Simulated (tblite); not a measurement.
# Geometry relaxation, with input and output: C6H13BGaN (part 3 of 3)

Continued. System: C6H13BGaN. Method: GFN2-xTB geometry optimisation, gas phase (tblite 0.8.0). It belongs to a series of runs on one base structure; here: ring closed by a new C-C bond.

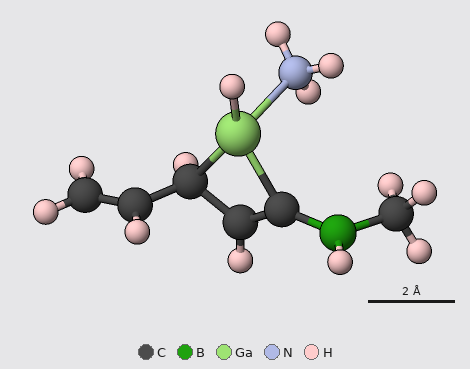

Figure 1. The geometry at step 133 of the log (ball-and-stick view, seen on its broad side).

Trajectory as extended XYZ, continued:
```
22
Properties=species:S:1:pos:R:3:forces:R:3 step=119 energy=-671.97722
C    -3.8259   -1.1974    0.5640    0.0320  -0.0320   0.0010
C    -2.5128   -1.2150    0.7559    0.0000  -0.0120  -0.0120
C    -1.5305   -0.4547   -0.0419   -0.0040   0.0390   0.0040
C    -0.1990   -1.1516   -0.2698    0.0000  -0.0120   0.0240
C     0.8947   -0.6337    0.2981    0.0210   0.0160  -0.0140
B     2.3823   -0.8834    0.3741    0.0220  -0.0050   0.0050
C     3.3571   -0.2997   -0.7365    0.0040  -0.0040  -0.0110
Ga   -0.3066    0.9115    1.0162    0.0110   0.0040  -0.0060
N     0.2430    2.6174   -0.4301    0.0010  -0.0200   0.0020
H    -4.2750   -0.6240   -0.2320    0.0040   0.0090   0.0130
H    -4.5026   -1.7417    1.2011   -0.0090   0.0010  -0.0040
H    -2.0930   -1.8036    1.5676   -0.0010  -0.0120   0.0100
H    -1.9922   -0.1299   -0.9831   -0.0130   0.0250  -0.0220
H    -0.1919   -2.0505   -0.8769   -0.0130  -0.0160   0.0150
H     2.8560   -1.4288    1.3031   -0.0190  -0.0130  -0.0110
H     3.9317   -1.1159   -1.1742   -0.0120   0.0100  -0.0100
H     4.0909    0.3852   -0.3112   -0.0320   0.0010   0.0080
H     2.8446    0.2160   -1.5484    0.0180   0.0000   0.0110
H    -0.2595    1.9745    2.2527   -0.0280   0.0160   0.0050
H     1.1417    2.9746   -0.1131    0.0060   0.0120   0.0000
H    -0.4222    3.3877   -0.4354    0.0210  -0.0070  -0.0050
H     0.3588    2.2824   -1.3835   -0.0070  -0.0010  -0.0010
22
Properties=species:S:1:pos:R:3:forces:R:3 step=126 energy=-671.98021
C    -3.8295   -1.2215    0.5664    0.0700   0.0380   0.0540
C    -2.5178   -1.2118    0.7724   -0.0260   0.0050  -0.0410
C    -1.5438   -0.4434   -0.0309    0.0290   0.0490   0.0240
C    -0.2144   -1.1435   -0.2724   -0.0230  -0.0030  -0.0130
C     0.8887   -0.6362    0.2869   -0.0510   0.0100   0.0150
B     2.3741   -0.8946    0.3628   -0.0360   0.0120  -0.0580
C     3.3492   -0.2577   -0.7173    0.0110   0.0280  -0.0250
Ga   -0.3002    0.9139    1.0203   -0.0230  -0.0250  -0.0140
N     0.2789    2.5834   -0.4472    0.0350   0.0220  -0.0040
H    -4.2816   -0.6547   -0.2322    0.0100  -0.0060  -0.0220
H    -4.5069   -1.7593    1.2075   -0.0010  -0.0350   0.0040
H    -2.0938   -1.7829    1.5965   -0.0130   0.0050  -0.0460
H    -2.0136   -0.1093   -0.9681    0.0190  -0.0270   0.0500
H    -0.2213   -2.0340   -0.8912    0.0130  -0.0290   0.0130
H     2.8381   -1.4903    1.2620    0.0160  -0.0250   0.0310
H     3.9166   -1.0515   -1.2025    0.0160   0.0180   0.0090
H     4.0830    0.4062   -0.2595   -0.0080  -0.0350   0.0090
H     2.8378    0.3033   -1.4995   -0.0080  -0.0070   0.0040
H    -0.2626    1.9794    2.2532   -0.0110   0.0260   0.0060
H     1.1826    2.9364   -0.1384    0.0100  -0.0140   0.0050
H    -0.3676    3.3680   -0.4820   -0.0220   0.0060   0.0010
H     0.3939    2.2194   -1.3901   -0.0060  -0.0150  -0.0040
22
Properties=species:S:1:pos:R:3:forces:R:3 step=133 energy=-671.98413
C    -3.8330   -1.2254    0.5846    0.0130  -0.0120  -0.0030
C    -2.5208   -1.2147    0.7807   -0.0090   0.0010   0.0020
C    -1.5551   -0.4323   -0.0172    0.0040  -0.0190  -0.0140
C    -0.2317   -1.1369   -0.2746   -0.0010   0.0040  -0.0050
C     0.8758   -0.6325    0.2777   -0.0170  -0.0130   0.0230
B     2.3596   -0.9054    0.3420   -0.0090   0.0210  -0.0130
C     3.3407   -0.2156   -0.7006    0.0110   0.0110  -0.0050
Ga   -0.3072    0.9178    1.0230    0.0090   0.0260   0.0070
N     0.3199    2.5523   -0.4676    0.0030   0.0070   0.0000
H    -4.2906   -0.6580   -0.2116    0.0070   0.0010   0.0250
H    -4.5021   -1.7837    1.2174   -0.0070  -0.0080  -0.0010
H    -2.0878   -1.7980    1.5908   -0.0180   0.0100  -0.0220
H    -2.0330   -0.0947   -0.9475    0.0080  -0.0020   0.0060
H    -0.2435   -2.0281   -0.8931    0.0020   0.0030   0.0040
H     2.8208   -1.5428    1.2166   -0.0020  -0.0030  -0.0130
H     3.9095   -0.9796   -1.2294    0.0070   0.0020   0.0060
H     4.0753    0.4130   -0.1966   -0.0140  -0.0100  -0.0100
H     2.8356    0.3937   -1.4510    0.0070  -0.0130   0.0220
H    -0.2950    2.0001    2.2460    0.0080   0.0010  -0.0150
H     1.2330    2.8875   -0.1662   -0.0120  -0.0040   0.0000
H    -0.3082    3.3507   -0.5298    0.0170  -0.0070  -0.0010
H     0.4277    2.1519   -1.3968   -0.0080   0.0030   0.0080
22
Properties=species:S:1:pos:R:3:forces:R:3 step=140 energy=-671.98532
C    -3.8419   -1.2311    0.6001   -0.0030   0.0060   0.0070
C    -2.5274   -1.2300    0.7796    0.0050   0.0060   0.0070
C    -1.5664   -0.4367   -0.0126    0.0030  -0.0060  -0.0060
C    -0.2409   -1.1321   -0.2777    0.0110  -0.0020   0.0080
C     0.8651   -0.6285    0.2778    0.0140   0.0080  -0.0120
B     2.3496   -0.9019    0.3325    0.0050  -0.0040   0.0100
C     3.3388   -0.1864   -0.6847   -0.0080   0.0030   0.0040
Ga   -0.3183    0.9241    1.0223   -0.0060  -0.0070  -0.0040
N     0.3391    2.5297   -0.4835    0.0050   0.0010  -0.0010
H    -4.3062   -0.6401   -0.1743   -0.0030  -0.0060   0.0100
H    -4.5056   -1.7987    1.2306   -0.0010  -0.0050  -0.0110
H    -2.0889   -1.8324    1.5714   -0.0040  -0.0010  -0.0070
H    -2.0462   -0.0917   -0.9388   -0.0010   0.0040  -0.0010
H    -0.2486   -2.0186   -0.9030   -0.0040   0.0010   0.0000
H     2.8115   -1.5673    1.1853   -0.0080  -0.0090   0.0060
H     3.9031   -0.9355   -1.2389    0.0000  -0.0050   0.0060
H     4.0774    0.4177   -0.1584   -0.0030   0.0030   0.0050
H     2.8402    0.4526   -1.4126   -0.0050   0.0090  -0.0180
H    -0.2943    2.0272    2.2255    0.0060   0.0000  -0.0040
H     1.2583    2.8353   -0.1696    0.0010  -0.0060  -0.0090
H    -0.2557    3.3503   -0.5685   -0.0100   0.0130   0.0080
H     0.4471    2.1137   -1.4056    0.0070  -0.0040   0.0020
22
Properties=species:S:1:pos:R:3:forces:R:3 step=147 energy=-671.98565
C    -3.8439   -1.2335    0.6014    0.0000   0.0010   0.0010
C    -2.5290   -1.2363    0.7780   -0.0010   0.0000   0.0010
C    -1.5673   -0.4381   -0.0084   -0.0010   0.0000  -0.0020
C    -0.2409   -1.1320   -0.2735    0.0010   0.0010   0.0000
C     0.8657   -0.6240    0.2766   -0.0020  -0.0010   0.0030
B     2.3494   -0.8996    0.3336   -0.0040  -0.0040   0.0020
C     3.3395   -0.1885   -0.6853    0.0010  -0.0040   0.0050
Ga   -0.3192    0.9280    1.0203    0.0000  -0.0050  -0.0040
N     0.3396    2.5345   -0.4859    0.0000   0.0020  -0.0030
H    -4.3101   -0.6311   -0.1626   -0.0020   0.0010  -0.0020
H    -4.5071   -1.8120    1.2223    0.0030   0.0000   0.0020
H    -2.0909   -1.8509    1.5602    0.0030  -0.0010  -0.0010
H    -2.0459   -0.0892   -0.9339    0.0000   0.0020  -0.0010
H    -0.2496   -2.0203   -0.8961    0.0000   0.0000   0.0020
H     2.8070   -1.5664    1.1880   -0.0030  -0.0010  -0.0020
H     3.9052   -0.9422   -1.2318    0.0030   0.0020  -0.0010
H     4.0763    0.4179   -0.1596    0.0020   0.0090   0.0000
H     2.8437    0.4462   -1.4194   -0.0010  -0.0020  -0.0020
H    -0.2861    2.0387    2.2167    0.0020  -0.0020   0.0010
H     1.2592    2.8362   -0.1697    0.0020   0.0000  -0.0020
H    -0.2551    3.3563   -0.5630    0.0020   0.0020   0.0010
H     0.4488    2.1258   -1.4112   -0.0040   0.0000   0.0000
```

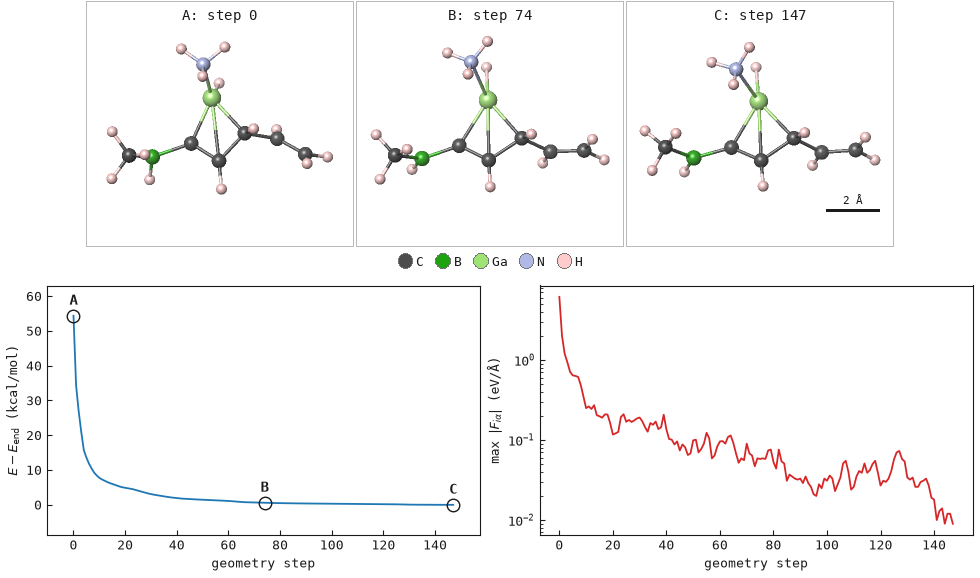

Figure 2. Frames of the relaxation (ball-and-stick view, seen at a tilt) above the curves, on which the letters mark them (steps are counted from 0).

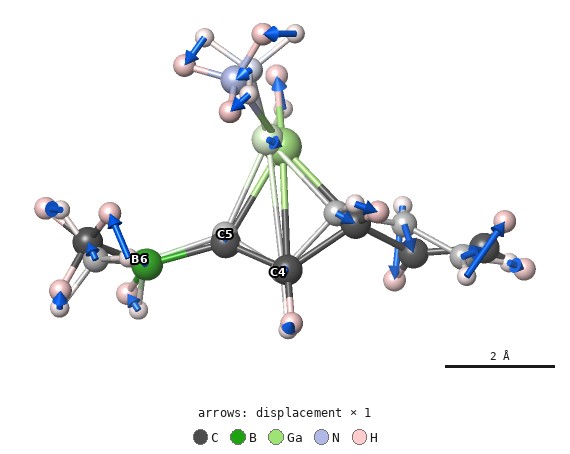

Figure 3. Start (faint) and end (solid) with the displacements as blue arrows, at true length (ball-and-stick view, seen at a tilt). The two geometries are laid on each other by the best rigid fit. The energy falls by 54.4 kcal/mol in 147 geometry steps. Largest force component: 6.1 eV/Å at the start, 0.009 eV/Å at the end. The largest move after the best rigid fit is that of H12, 1.38 Å. By element the largest moves are H 1.38 Å, C 0.55 Å, N 0.38 Å, Ga 0.35 Å, B 0.12 Å. Distances before and after: Ga8–N9 1.887 → 2.299 Å, C3–Ga8 1.935 → 2.117 Å, C5–Ga8 1.923 → 2.089 Å, C5–B6 1.594 → 1.510 Å. Among the angles that change: C4–Ga8–H19 121.9° → 164.7°, C3–Ga8–H19 113.8° → 143.8°, N9–Ga8–H19 116.6° → 89.9°. (Atoms are counted from 1 in the order of the input.)

The run was set up as follows.

Input:
```
{"job": {"kind": "relax", "xc": "GFN2-xTB", "basis": "xTB"}, "charge": 0, "multiplicity": 1}
C     -3.445700    -1.304700     0.297000
C     -2.408300    -0.701500     0.851800
C     -1.231700    -0.228900     0.074800
C     -0.150700    -1.163400    -0.147000
C      0.865300    -0.476200     0.338900
B      2.407600    -0.870400     0.430100
C      3.217500    -0.490000    -0.869000
Ga    -0.078100     1.121600     0.842500
N      0.056500     2.650600    -0.255000
H     -3.537600    -1.477500    -0.767400
H     -4.251600    -1.616500     0.959600
H     -2.359800    -0.549600     1.940600
H     -1.641800     0.097200    -0.927100
H     -0.156500    -2.188900    -0.572200
H      2.632700    -1.857000     1.032700
H      3.961200    -1.292000    -1.063200
H      3.780300     0.457300    -0.660400
H      2.567300    -0.355300    -1.757300
H     -0.332200     1.378300     2.407700
H      0.846600     3.284400     0.014500
H     -0.825900     3.222400    -0.110300
H      0.074600     2.379600    -1.264400
```

The first line tells a small driver script what to run in tblite; the rest is the geometry in Å.

Launch command:
```bash
OMP_NUM_THREADS=1 python <driver script> task.json out
```

Key numbers:

```tsv
quantity	value
outcome	converged
total energy	−671.9857 eV
hardware	1 CPU thread, shared host
wall time	1.2 s
peak memory	0.18 GiB
```
